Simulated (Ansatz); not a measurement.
**Converging the k-point mesh: AlRh (P4mm, 2 atoms in the cell)**

```
AlRh
1.0
    2.99221     0.00000     0.00000
    0.00000     2.99221     0.00000
    0.00000     0.00000     2.99221
Al Rh
1 1
Direct
  0.00000   0.00000   0.01671
  0.50000   0.50000   0.50000
```

Level of theory: LDA (PW92), default PAW files made with PBE (plane waves; Ansatz, an electronic-structure program).

Base settings: basis.ecutwfc = 420 eV; kpoints.mp_grid.grid = 11 11 11; hamiltonian.xc = lda; hamiltonian.pseudopotentials = {kind: paw} (the program's default PAW files); scf.occupations.method = gaussian; scf.occupations.width = 0.1 eV.

The second cell is the first with its lattice scaled by 0.98.

Only quantities that move along the ladder and can be compared are tabulated.

The count of work is k-points × plane waves × bands × iterations; it is no time. Core times come from one kind of shared machine, to one figure; runs under 30 s give none.

The starting cell comes from a database of computed structures (which also holds hypothetical and non-ambient phases and stackings), without a prior relaxation at this level. Its lattice was rescaled by up to half a per cent. One atom was moved a little off its site on purpose. Spin polarisation is off. In the base run, with a pressure of about -9 GPa the cell is away from its equilibrium volume at this level. Ansatz's pressure includes its estimate of the finite-basis (Pulay) stress.

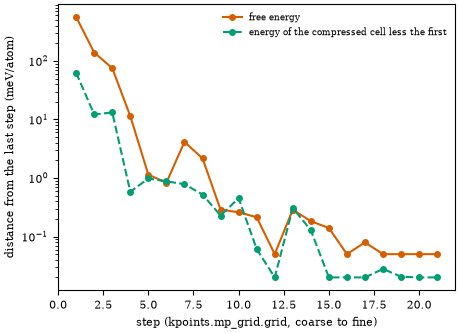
Fig. 1. Distance from the last step along the ladder; very small values are drawn at a floor.

```csv
kpoints.mp_grid.grid,free energy less the last step's (meV/atom),energy of the compressed cell less the first (meV/atom),pressure (GPa),largest difference of a force vector from the last step's (eV/Å),count of work / last,core time / last (rough)
2 2 2,562.82,49.44,2.74,0.118,0.0022,–
3 3 3,-139.31,-25.49,-11.17,0.028,0.0017,–
4 4 4,75.18,-0.12,-6.31,0.000,0.0050,–
5 5 5,-11.38,-13.90,-8.86,0.000,0.0050,–
6 6 6,1.14,-12.34,-8.63,0.005,0.011,–
7 7 7,0.83,-14.19,-8.96,0.002,0.011,–
8 8 8,4.14,-12.53,-8.61,0.000,0.021,–
9 9 9,-2.17,-13.84,-8.90,0.001,0.021,–
10 10 10,-0.29,-13.55,-8.84,0.001,0.035,–
11 11 11,0.26,-12.87,-8.71,0.000,0.035,–
12 12 12,0.21,-13.26,-8.78,0.000,0.054,–
13 13 13,-0.04,-13.33,-8.80,0.000,0.054,–
14 14 14,-0.29,-13.63,-8.85,0.000,0.080,–
16 16 16,-0.18,-13.19,-8.77,0.000,0.11,–
17 17 17,0.14,-13.33,-8.79,0.000,0.11,–
19 19 19,-0.02,-13.33,-8.80,0.000,0.15,–
21 21 21,-0.08,-13.33,-8.80,0.000,0.20,–
24 24 24,-0.02,-13.35,-8.80,0.000,0.33,0.5
26 26 26,-0.01,-13.30,-8.79,0.000,0.41,0.5
29 29 29,-0.02,-13.32,-8.79,0.000,0.50,0.4
32 32 32,0.01,-13.34,-8.79,0.000,0.72,0.7
36 36 36,0.00,-13.32,-8.79,0.000,1.0,1
```

Coarsest kpoints.mp_grid.grid that holds the pressure within 0.5 GPa of the last step, with all finer ones: 5 5 5, at 0.0050 of the last step's count of work; the step before is off by 2.5 GPa.

Coarsest kpoints.mp_grid.grid that holds the free energy within 1 meV/atom of the last step, with all finer ones: 10 10 10, at 0.035 of the last step's count of work; the step before is off by 2.2 meV/atom.

Coarsest kpoints.mp_grid.grid that holds the energy of the compressed cell less the first within 0.2 meV/atom of the last step, with all finer ones: 16 16 16, at 0.11 of the last step's count of work; the step before is off by 0.31 meV/atom.

The energy difference between the two cells stays within 1 meV/atom of the last step's from 5 5 5 on, the total only from 10 10 10 on: much of the error is common to both cells and cancels.

Keys are those of Ansatz 0.2.
